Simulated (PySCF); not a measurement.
SMILES Cl[Si](Cl)([SiH2][SiH2]C#C)Cl (C2H5Cl3Si3) at its GFN2-xTB optimised geometry (Å):

```
13

C     -0.0395     1.6042    -3.7164
C      0.8745     1.3065    -2.9936
Si     2.2385     0.8111    -1.8469
Si     1.2972    -0.2548     0.0000
Si    -1.0276    -0.2548     0.0000
Cl    -1.9079    -1.2019     1.5645
Cl    -1.7585    -1.1389    -1.6841
Cl    -1.7484     1.6517     0.0000
H     -0.8367     1.8737    -4.3486
H      3.1484    -0.0458    -2.6200
H      2.9714     2.0394    -1.5089
H      1.7439     0.3631     1.2587
H      1.7484    -1.6517     0.1014
```

Level of theory: PySCF with PBE0/def2-TZVP. Cells within 0.4 Å of a nucleus heavier than hydrogen are left out (blank, or x).

Map of the electrostatic potential (hartree/e), clipped to [-0.08, 0.12] on the plane z = 1.5 Å:

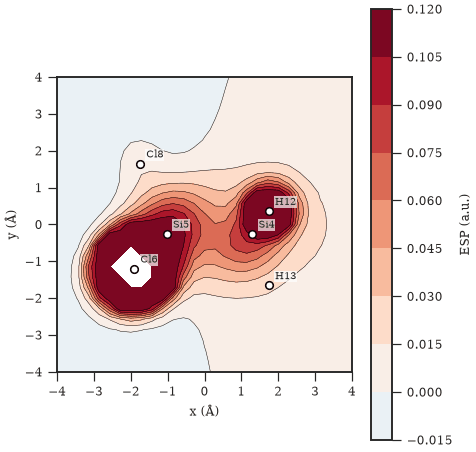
Figure. Electrostatic potential (hartree/e), clipped to [-0.08, 0.12] on the plane z = 1.5 Å.
